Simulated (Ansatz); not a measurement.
# CdInCl3 (model cell, started as cubic perovskite with Cd in the octahedra): a soft mode frozen in

Wanted: the energy along a soft mode of CdInCl3 (model cell, started as cubic perovskite with Cd in the octahedra) and the structure at the end.

Main program and level: Ansatz 0.2.0; DFT PBEsol, scalar-relativistic, plane waves, PAW; PAW set soft_1.

The structure was built from a prototype and need not be the compound's stable phase.

## (1) The structure

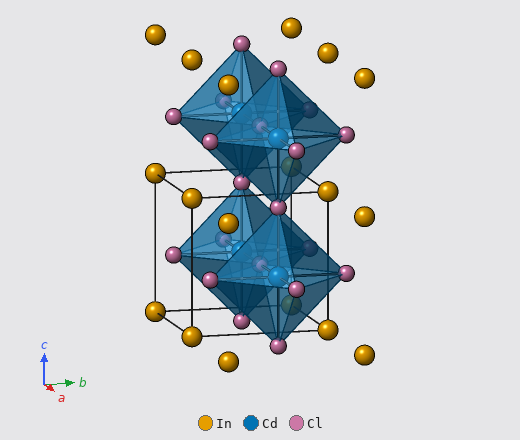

The cell as given, slightly off an axis (indium orange, cadmium blue, chlorine pink). 2×1×2 cells are drawn. Some periodic images of atoms are drawn too.

## (2) Response at finite wavevector

The cell comes from relaxations at this level that are not shown. Stability and thermal properties need the whole zone. Linear response on a 2×2×2 q mesh gives force constants as far as a supercell of that size would, and the tensors from the zone-centre run are typed in so that the long-range dipole term is interpolated apart.

File input.yaml:

```yaml
crystal:
  lattice:
    - [5.1238010624, 0.0, 0.0]
    - [0.0, 5.1238010624, 0.0]
    - [0.0, 0.0, 5.1238010624]
  atoms:
    - { symbol: In, position: [0.0, 0.0, 0.0] }
    - { symbol: Cd, position: [0.5, 0.5, 0.5] }
    - { symbol: Cl, position: [0.5, 0.5, 0.0] }
    - { symbol: Cl, position: [0.5, 0.0, 0.5] }
    - { symbol: Cl, position: [0.0, 0.5, 0.5] }
kpoints:
  mp_grid: { grid: [6, 6, 6] }
hamiltonian:
  xc: pbesol
  pseudopotentials: { kind: paw, azcp: { folder: soft_1 }, xc_functional: pbe }
scf:
  occupations: { method: fixed }
output:
  eigenvalues: true
phonons:
  method: dfpt
  qmesh: [2, 2, 2]
  temperatures: { t_max: 1000, t_step: 50 }
  qpath:
    path:
      - [[0.0, 0.0, 0.0], [0.0, 0.5, 0.0], [0.5, 0.5, 0.0], [0.0, 0.0, 0.0], [0.5, 0.5, 0.5], [0.0, 0.5, 0.0]]
      - [[0.5, 0.5, 0.5], [0.5, 0.5, 0.0]]
    npoints: 10
  non_analytic_term:
    high_frequency_dielectric_tensor: [[4.407, 0.0, 0.0], [0.0, 4.407, 0.0], [0.0, 0.0, 4.407]]
    born_effective_charges:
      - { species: In, tensor: [[1.9655, 0.0, 0.0], [0.0, 1.9655, 0.0], [0.0, 0.0, 1.9655]] }
      - { species: Cd, tensor: [[2.6902, 0.0, 0.0], [0.0, 2.6902, 0.0], [0.0, 0.0, 2.6902]] }
      - { species: Cl, tensor: [[-1.2486, 0.0, 0.0], [0.0, -1.2486, 0.0], [0.0, 0.0, -2.1585]] }
      - { species: Cl, tensor: [[-1.2486, 0.0, 0.0], [0.0, -2.1585, 0.0], [0.0, 0.0, -1.2486]] }
      - { species: Cl, tensor: [[-2.1585, 0.0, 0.0], [0.0, -1.2486, 0.0], [0.0, 0.0, -1.2486]] }
    source: "zone-centre run at this cell"
```

Launch:

```console
> ansatz run input.yaml --threads 4 --pin off --max-ram 16384MiB --backend cpu --events-out ev --progress --plain --runs-dir out
```

Numbers of over 12 decimals in the logs are rounded to 6 here.

Output:

```text
Engine: ansatz 0.2.0, aarch64-unknown-linux-gnu
Pseudopotentials: kind: paw
Pseudopotential: In, paw, valence charge 13, recommended cutoff 420 eV (normal), soft_1/In.paw.azcp
Pseudopotential: Cd, paw, valence charge 20, recommended cutoff 420 eV (normal), soft_1/Cd.paw.azcp
Pseudopotential: Cl, paw, valence charge 7, recommended cutoff 420 eV (normal), soft_1/Cl.paw.azcp
Functional definition: PBEsol
  exchange = pbesol_x
  correlation = pbesol_c
Crystal: 5 atoms, lattice volume = 134.517 Å³
Basis set: ecut = 420 eV, 2601 PW (Γ), exchange–correlation on 72×72×72 points (8 copies of the dense FFT grid, shifted against one another)
Bands: 33, of which v1, the nominal top of the filled ones, is band 27 counted from 1 (26 counted from 0)
Symmetry: 48 space group operations
k-points: 20 of 216
Non-local potential: In, projectors of the file, l = 0: 2, l = 1: 2, l = 2: 2, l = 3: 1
Non-local potential: Cd, projectors of the file, l = 0: 3, l = 1: 2, l = 2: 2, l = 3: 1
Non-local potential: Cl, projectors of the file, l = 0: 2, l = 1: 2, l = 2: 1
PAW form: soft (Blöchl's): semilocal exchange-correlation on the pseudo side does not see the compensation charge
PAW frozen core: In, regenerated for the run's functional, and the local potential with it (the file was generated under x = pbe(κ = 0.804, μ = 0.219515), c = pbe(β = 0.066725))
PAW frozen core: Cd, regenerated for the run's functional, and the local potential with it (the file was generated under x = pbe(κ = 0.804, μ = 0.219515), c = pbe(β = 0.066725))
PAW frozen core: Cl, regenerated for the run's functional, and the local potential with it (the file was generated under x = pbe(κ = 0.804, μ = 0.219515), c = pbe(β = 0.066725))
PAW one-centre angular grid: In, 590 points (default); XC on 64 Gauss nodes
PAW one-centre angular grid: Cd, 590 points (default); XC on 64 Gauss nodes
PAW one-centre angular grid: Cl, 110 points (default); XC on 64 Gauss nodes
Initial density: superposition of atomic densities (chi_scale 0.1, normalization cell, long waves kept (reshape's long-wave potential 0.01 eV rms))
Initial wavefunctions: pseudopotential atomic-orbital guess
Functional: x = pbesol(κ = 0.804, μ = 0.123457), c = pbesol(β = 0.046)
SCF iter   1: F=—  HF=-16897.999296 eV  |F-HF|=—  |Δ(HF+E_count)|=         —  Δρ=5.12e-2  dr2=3.92e0  ethr=3.10e-3  ⟨swp⟩=4.8  Hψ=2312  notcnv=0  defer=63
preconditioner: auto → Resta (q_TF=auto, 2.343 Å⁻¹)  ε∞=3.7  [insulator: Δε(μ)=1.014 eV  Ē_g=13.207 eV  n_scr=26 (ndim 8)  ℏωp=21.7 eV  f_vac=0.015  ε∞_Penn≈3.7]
SCF iter   2: F=—  HF=-16896.565171 eV  |F-HF|=—  |Δ(HF+E_count)|=    1.43e0  Δρ=1.33e-2  dr2=2.53e-1  ethr=3.10e-3  ⟨swp⟩=3.0  Hψ=1490  notcnv=0  defer=64
SCF iter   3: F=—  HF=-16896.486443 eV  |F-HF|=—  |Δ(HF+E_count)|=   7.87e-2  Δρ=5.45e-3  dr2=3.42e-2  ethr=4.68e-4  ⟨swp⟩=3.0  Hψ=1120  notcnv=0  defer=73
SCF iter   4: F=—  HF=-16896.478995 eV  |F-HF|=—  |Δ(HF+E_count)|=   7.45e-3  Δρ=9.59e-4  dr2=1.62e-3  ethr=6.34e-5  ⟨swp⟩=3.2  Hψ=1247  notcnv=0  defer=74
SCF iter   5: F=—  HF=-16896.479109 eV  |F-HF|=—  |Δ(HF+E_count)|=   1.14e-4  Δρ=3.32e-4  dr2=1.37e-4  ethr=3.00e-6  ⟨swp⟩=2.5  Hψ=1093  notcnv=0  defer=75
SCF iter   6: F=—  HF=-16896.479202 eV  |F-HF|=—  |Δ(HF+E_count)|=   9.29e-5  Δρ=7.50e-5  dr2=9.19e-6  ethr=2.54e-7  ⟨swp⟩=2.0  Hψ=985  notcnv=0  defer=74
SCF iter   7: F=—  HF=-16896.479212 eV  |F-HF|=—  |Δ(HF+E_count)|=   1.04e-5  Δρ=2.35e-5  dr2=8.93e-7  ethr=1.70e-8  ⟨swp⟩=2.0  Hψ=1081  notcnv=0  defer=52
SCF iter   8: F=—  HF=-16896.479211 eV  |F-HF|=—  |Δ(HF+E_count)|=   1.06e-6  Δρ=5.37e-6  dr2=7.53e-8  ethr=1.65e-9  ⟨swp⟩=2.0  Hψ=1020  notcnv=0  defer=39
SCF iter   9: F=—  HF=-16896.479211 eV  |F-HF|=—  |Δ(HF+E_count)|=   1.23e-7  Δρ=1.03e-6  dr2=1.69e-9  ethr=1.39e-10  ⟨swp⟩=2.0  Hψ=1049  notcnv=0  defer=39
SCF iter  10: F=—  HF=-16896.479211 eV  |F-HF|=—  |Δ(HF+E_count)|=   2.07e-9  Δρ=2.86e-7  dr2=8.68e-11  ethr=3.13e-12  ⟨swp⟩=2.0  Hψ=1039  notcnv=0  defer=39
SCF iter  11: F=—  HF=-16896.479211 eV  |F-HF|=—  |Δ(HF+E_count)|=  1.27e-10  Δρ=1.51e-7  dr2=2.48e-11  ethr=1.00e-12  ⟨swp⟩=15.5  Hψ=4491  notcnv=0
SCF iter  12: F=-16896.479211 eV  HF=-16896.479211 eV  |F-HF|=0.00e0  |Δ(HF+E_count)|=  1.46e-11  Δρ=1.54e-8  dr2=1.59e-13  ethr=1.00e-12  ⟨swp⟩=6.0  Hψ=2896  notcnv=0
SCF 1 converged in 12 iterations: F = -16896.479211 eV  dr2 = 1.59e-13
  greatest PAW one-centre occupation: 1.000 electrons in one spin orbital (limit 2), on the Cd atom at site 1 (counted from 0), in its partial waves of l = 0
NSCF: frozen V_eff on 20 k-points
NSCF: frozen V_eff on 64 k-points
DFPT response loops at q = (0, 0, 0) (fractional): preconditioner auto → Resta (q_TF=auto, 2.343 Å⁻¹)  ε∞=5.8 (no band partly filled); β = 1.00, the filter's whole step (`scf.mixing.beta` (0.50) is not read by the response loops at its default; to damp them type it under 1.00, their step now; it binds the ground state too); Broyden in place of MSR1
NSCF: frozen V_eff on 128 k-points
DFPT response loops at q = (0, 0, -0.5) (fractional): mixed as the last ones told, above
NSCF: frozen V_eff on 128 k-points
DFPT response loops at q = (0, -0.5, -0.5) (fractional): mixed as the last ones told, above
NSCF: frozen V_eff on 128 k-points
DFPT response loops at q = (-0.5, -0.5, -0.5) (fractional): mixed as the last ones told, above
SCF converged after 12 iterations
Free energy (F): -16896.479211 eV
Harris-Foulkes:  -16896.479211 eV  (|F-HF|=0.00e0)
Internal energy: -16896.479211 eV  (E = F + TS)
E sigma→0 (E₀):  -16896.479211 eV
Fermi energy:    3.915982 eV
--- Per-component energies (eV) ---
  E_band       = -666.048599
  E_kinetic    = 1109.343946
  E_local      = -6364.348256  (includes V_loc(G=0)·N_el)
  E_nonlocal   = 548.714932
  E_hartree    = 2753.442848
  E_xc         = -616.019419
  E_vxc        = -632.291173  (∫ρ·V_xc dr)
  E_paw        = -10087.037370  (= ΣΔE_a)
  E_vpaw       = -834.354566  (= ΣTr[D̂ρ^β])
  E_aug_tail   = 0.000832  (compensation charges beyond the density's cutoff)
  E_ewald      = -4241.389884
  E_core_change = 0.813161  (= ΣΔE_core)
  E_smearing   = -0.000000  (= −TS)
  E_closure    = -0.000000  (closes the sum)
  Σ components = -16896.479211   (vs F -16896.479211, Δ=0.00e0)
--- Band table (eV; the first three rows and the last of 20) ---
  k-point 0: bands = [... 23 lower, 2.8508, 2.9131, 2.9131, 2.9131, 5.7042, 9.7165, 9.7165, 9.7165, ... 2 higher]
  k-point 1: bands = [... 23 lower, 2.8115, 2.9085, 2.9085, 3.0922, 6.2750, 8.9593, 9.4883, 9.4883, ... 2 higher]
  k-point 2: bands = [... 23 lower, 2.7237, 2.9376, 2.9376, 3.5544, 7.5691, 7.9360, 9.1346, 9.1346, ... 2 higher]
  k-point 19: bands = [... 23 lower, 3.5251, 3.5251, 3.9160, 3.9160, 9.4618, 9.4618, 9.4618, 10.0811, ... 2 higher]
--- Phonons (Γ-DFPT): 4 representative perturbations + reference (Σ response iterations 12) ---
  ASR residual: 3.156e-5 → 0.000e0 eV/Å²; symmetrization residual: 1.941e-5 eV/Å²
  ASR residual per site (eV/Å²): 1.62e-5 3.16e-5 1.78e-5 1.78e-5 1.78e-5
  Γ frequencies (cm⁻¹): -56.45 -56.45 -56.45 0.00 0.00 0.00 36.14 36.14 36.14 53.22 53.22 53.22 265.25 265.25 265.25
--- Phonons (arbitrary-q DFPT): 4 irreducible q on the 2×2×2 mesh ---
  q = [0.0000, 0.0000, 0.0000] (star 1, of the zone-centre solve; hermiticity 5.05e-6, symmetrization 6.38e-12): -56.45 -56.45 -56.45 -0.00 0.00 0.00 36.14 36.14 36.14 53.22 53.22 53.22 265.25 265.25 265.25
  q = [0.0000, 0.0000, -0.5000] (star 3, 9 solved perturbations in 504 linear systems a pass and spin channel, the states on 64 of 216 k-point pairs; hermiticity 2.74e-6, symmetrization 1.76e-7): -41.23 -41.23 22.40 22.40 42.61 43.25 51.03 51.03 53.23 53.23 94.69 139.68 265.23 265.54 265.54
  q = [0.0000, -0.5000, -0.5000] (star 3, 9 solved perturbations in 504 linear systems a pass and spin channel, the states on 64 of 216 k-point pairs; hermiticity 5.72e-6, symmetrization 1.88e-9): -71.70 -46.82 -46.82 -27.96 52.08 52.08 54.39 65.86 65.86 111.01 137.72 137.72 168.99 265.82 293.80
  q = [-0.5000, -0.5000, -0.5000] (star 1, 4 solved perturbations in 184 linear systems a pass and spin channel, the states on 64 of 216 k-point pairs; hermiticity 2.02e-6, symmetrization 7.99e-9): -71.40 -71.40 -71.40 -42.89 -42.89 -42.89 93.21 93.21 93.21 139.11 139.11 139.11 168.30 168.30 312.87
  sum rule: each row above includes the acoustic sum rule's correction from the zone centre's row sums; it moved no ω² by more than (0.37 cm⁻¹)²
  mesh force constants: q→R imaginary residual 4.87e-18; ASR residual 3.156e-5 → 0.000e0 eV/Å²; symmetrization residual 1.066e-14 eV/Å²
  interpolated dispersion: 63 rows × 15 modes
  density of states and harmonic sums: on the 12×12×12 q-mesh, interpolated from the force constants of a 2×2×2 supercell (with the dipole–dipole term of supplied tensors)
  largest difference from the sums on the solved wave vectors: F 1.25e-1 eV, S 1.66e-4 and C_V 4.83e-5 eV/K
  zero-point energy: 0.083060 eV/cell   skipped modes (ω ≤ 0): 350, of them read as no rigid motion or as one in doubt: 347 (4.233e0 modes/cell left out, lowest -71.70 cm⁻¹)   left out of the sums: 2.82e-1 of the cell's modes: C_V's classical limit lies that fraction below 3 k_B per atom; for a crystal, a wire or a layer, F and S can be off by more, and a phonons.interpolated_qmesh denser along its periods is the remedy for the sampling
```

Elapsed: 2.2 min, on 4 threads of Arm Neoverse V2, shared host; peak memory 1.1 GiB; 8.5 min of CPU time.

This step gave:

| Property | Result |
| --- | --- |
| gap on the k-mesh | 1.788 eV |
| volume per atom | 26.90 Å³ |
| sum-rule residual before enforcement | 3.16e-5 eV/Å² |
| lowest frequency on the path | -71.70 cm⁻¹ |
| point group | m-3m |
| highest frequency on the path or at a solved wavevector | 312.9 cm⁻¹ |
| highest optical mode at the zone centre (no LO-TO term) | 265.2 cm⁻¹ |
| lowest optical zone-centre mode | -56.45 cm⁻¹ |
| lowest mode on the q mesh (acoustic modes at Γ apart) | -71.7 cm⁻¹ |

Frequencies (cm⁻¹) solved at each irreducible wavevector; negative means imaginary. Frequencies by wavevector, by row:

```csv
q in reciprocal lattice units,star,mode 1,mode 2,mode 3,mode 4,mode 13,mode 14,mode 15
0 0 0,1,-56.5,-56.5,-56.5,0,265.2,265.2,265.2
0 0 -0.5,3,-41.2,-41.2,22.4,22.4,265.2,265.5,265.5
0 -0.5 -0.5,3,-71.7,-46.8,-46.8,-28,169,265.8,293.8
-0.5 -0.5 -0.5,1,-71.4,-71.4,-71.4,-42.9,168.3,168.3,312.9
```

Interpolated from a 2×2×2 q mesh, with the LO-TO term (at Γ the limit along the path; where Γ stands inside the path, tables give the limit on arrival). The phonon branches at the labelled points (cm⁻¹):

```csv
point,branch 1,branch 2,branch 3,branch 4,branch 12,branch 13,branch 14,branch 15
Γ,-56,-56,0,0,106,265,265,290
X,-41,-41,22,22,140,265,266,266
M,-72,-47,-47,-28,138,169,266,294
Γ,-56,-56,0,0,106,265,265,290
R,-71,-71,-71,-43,139,168,168,313
X,-41,-41,22,22,140,265,266,266
jump to R,-71,-71,-71,-43,139,168,168,313
M,-72,-47,-47,-28,138,169,266,294
```

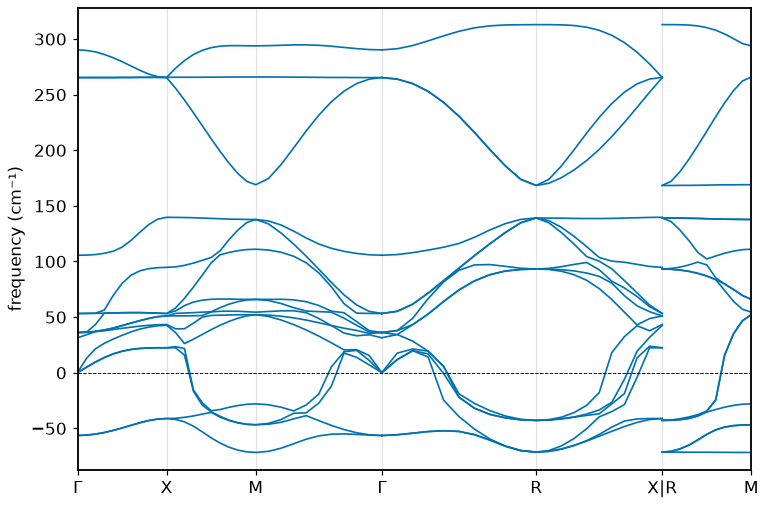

Phonon branches along the path.

Symmetry leaves 4 wavevectors to solve. The lowest mode among them, the acoustic zeros apart, lies at q = (0, -0.5, -0.5) and is imaginary, 71.7i cm⁻¹, so the energy falls along it.

## (3) The mode frozen in, largest atomic shift 0 Å

The mode followed lies at q = (-0.5, -0.5, -0.5) with frequency 71.4i cm⁻¹ and is 3-fold degenerate, one of the unstable modes though not the softest. At small amplitude the distorted cell has space group no. 74 by a symmetry search on the positions. The undistorted cell that holds it gives the zero of energy on the same k mesh.

System of this step: CdInCl3 (model cell, started as cubic perovskite with Cd in the octahedra). It takes space group Pm-3m (No. 221, cubic). The conventional cell has a = 5.124 Å, b = 5.124 Å, c = 5.124 Å, α = 90.00°, β = 90.00°, γ = 90.00°. Nearest to In lie 12 Cl at 3.62 Å. Cd has 6 Cl at 2.56 Å nearest. Nearest to Cl lie 2 Cd at 2.56 Å. Farther neighbours and most contacts between anions are not listed.

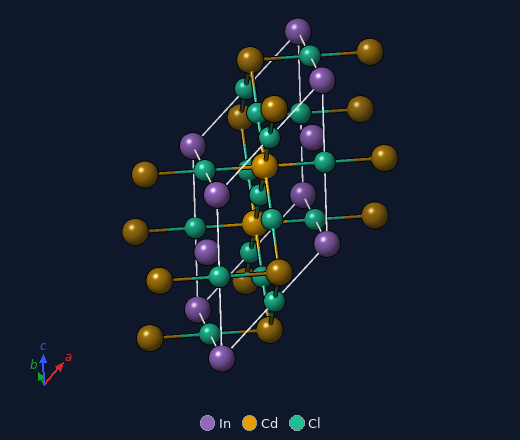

The cell of this step (indium purple, cadmium orange, chlorine teal). Some periodic images of atoms are drawn too.

File input.yaml:

```yaml
crystal:
  lattice:
    - [5.1238010624, 5.1238010624, 0.0]
    - [5.1238010624, 0.0, 5.1238010624]
    - [5.1238010624, 0.0, -5.1238010624]
  atoms:
    - { symbol: In, position: [0.0, 0.0, 0.0] }
    - { symbol: In, position: [0.0, 0.5, 0.5] }
    - { symbol: Cd, position: [0.5, 0.25, 0.75] }
    - { symbol: Cd, position: [0.5, 0.75, 0.25] }
    - { symbol: Cl, position: [0.5, 0.5, 0.5] }
    - { symbol: Cl, position: [0.5, 0.0, 0.0] }
    - { symbol: Cl, position: [0.0, 0.0, 0.5] }
    - { symbol: Cl, position: [0.0, 0.5, 0.0] }
    - { symbol: Cl, position: [0.5, 0.5, 0.0] }
    - { symbol: Cl, position: [0.5, 0.0, 0.5] }
kpoints:
  mp_grid: { grid: [6, 6, 6] }
hamiltonian:
  xc: pbesol
  pseudopotentials: { kind: paw, azcp: { folder: soft_1 }, xc_functional: pbe }
scf:
  occupations: { method: gaussian, width: 0.02 }
output:
  forces: true
  stress: true
  eigenvalues: true
```

Output:

```text
[...]
Crystal: 10 atoms, lattice volume = 269.034 Å³
Basis set: ecut = 420 eV, 5209 PW (Γ), exchange–correlation on 100×100×100 points (8 copies of the dense FFT grid, shifted against one another)
Bands: 65, of which v1, the nominal top of the filled ones, is band 54 counted from 1 (53 counted from 0)
Symmetry: 96 space group operations
[...]
k-points: 16 of 216
[...]
k-point 0: bands = [... 50 lower, 3.5251, 3.5251, 3.9160, 3.9160, 5.7042, 9.4618, 9.4618, 9.4618, ... 4 higher]
  k-point 1: bands = [... 50 lower, 3.4060, 3.4742, 3.7324, 3.7324, 6.1210, 8.9739, 9.1840, 9.3429, ... 4 higher]
  k-point 2: bands = [... 50 lower, 3.3401, 3.3708, 3.4885, 3.4885, 7.0454, 8.2354, 8.3193, 9.1680, ... 4 higher]
  k-point 15: bands = [... 50 lower, 3.3783, 3.5853, 3.7018, 3.7988, 7.7078, 8.2503, 8.4537, 8.6275, ... 4 higher]
[key lines of the parts left out:]
SCF converged after 9 iterations
Free energy (F): -33792.958438 eV
Fermi energy:    4.810174 eV
P = ⅓ Tr σ = -0.0029 GPa (-0.029 kbar)
```

Wall time 3.6 s (4 threads); peak memory 0.79 GiB; 14 s of CPU time.

This step gave:

```yaml
pressure: -0.002865 GPa
energy_from_the_undistorted_cell: 0 meV/atom
```

At this level the gap is 1.79 eV on the k-mesh of the self-consistent run, which can miss the band edges.

## (4) The mode frozen in, largest atomic shift 0.6 Å

The atoms are moved along the unstable eigenvector, the largest shift by 0.6 Å, with the cell fixed.

input.yaml, the sections that differ from step 3:

```yaml
crystal:
  lattice:
    - [5.1238010624, 5.1238010624, 0.0]
    - [5.1238010624, 0.0, 5.1238010624]
    - [5.1238010624, 0.0, -5.1238010624]
  atoms:
    - { symbol: In, position: [0.0, 0.0, 0.0] }
    - { symbol: In, position: [0.0, 0.5, 0.5] }
    - { symbol: Cd, position: [0.5, 0.25, 0.75] }
    - { symbol: Cd, position: [0.5, 0.75, 0.25] }
    - { symbol: Cl, position: [0.4171973963, 0.5828026037, 0.5828026037] }
    - { symbol: Cl, position: [0.5828026037, -0.0828026037, -0.0828026037] }
    - { symbol: Cl, position: [0.0, 0.0414013018, 0.4585986982] }
    - { symbol: Cl, position: [0.0, 0.4585986982, 0.0414013018] }
    - { symbol: Cl, position: [0.5, 0.4585986982, 0.0414013018] }
    - { symbol: Cl, position: [0.5, 0.0414013018, 0.4585986982] }
# kpoints, hamiltonian, scf, output: as in step 3
```

Output:

```text
[...]
Crystal: 10 atoms, lattice volume = 269.034 Å³
Basis set: ecut = 420 eV, 5209 PW (Γ), exchange–correlation on 100×100×100 points (8 copies of the dense FFT grid, shifted against one another)
Bands: 65, of which v1, the nominal top of the filled ones, is band 54 counted from 1 (53 counted from 0)
Symmetry: 8 space group operations
[...]
k-points: 46 of 216
[...]
k-point 0: bands = [... 50 lower, 3.3686, 3.5115, 3.6719, 3.7422, 5.9693, 9.5482, 9.5720, 9.5999, ... 4 higher]
  k-point 1: bands = [... 50 lower, 3.2975, 3.5560, 3.7007, 3.8176, 6.1846, 9.1368, 9.2911, 9.4045, ... 4 higher]
  k-point 2: bands = [... 50 lower, 3.1746, 3.3635, 3.8375, 4.0223, 6.8220, 8.4179, 8.6634, 8.9875, ... 4 higher]
  k-point 45: bands = [... 50 lower, 3.1505, 3.2905, 4.1500, 4.2367, 8.1190, 8.3257, 8.4620, 8.7170, ... 4 higher]
[key lines of the parts left out:]
SCF converged after 8 iterations
Free energy (F): -33793.203335 eV
Fermi energy:    5.136284 eV
P = ⅓ Tr σ = -0.6479 GPa (-6.479 kbar)
```

Elapsed: 9.5 s, on 4 threads; peak memory 1 GiB; 37 s of CPU time.

Numbers from this step:

```
pressure                         : -0.6479 GPa
gap on the k-mesh                : 1.666 eV
energy from the undistorted cell : -24.49 meV/atom
```

The energy, extrapolated to zero smearing, is -24.49 meV/atom against the undistorted cell.

The run ends at a pressure of -0.65 GPa, with forces up to 0.15 eV/Å.

(Continued in part 2 of 3.)

[Logs are printed without paths, hosts, clocks, repeated set-up lines and the standing remarks that a program may print on its own settings, such as how far it seeks lower states.]

[Hosts, paths, dates, database ids (printed as entryN), source tags and the programs' standing remarks are cut or masked in the printed files.]
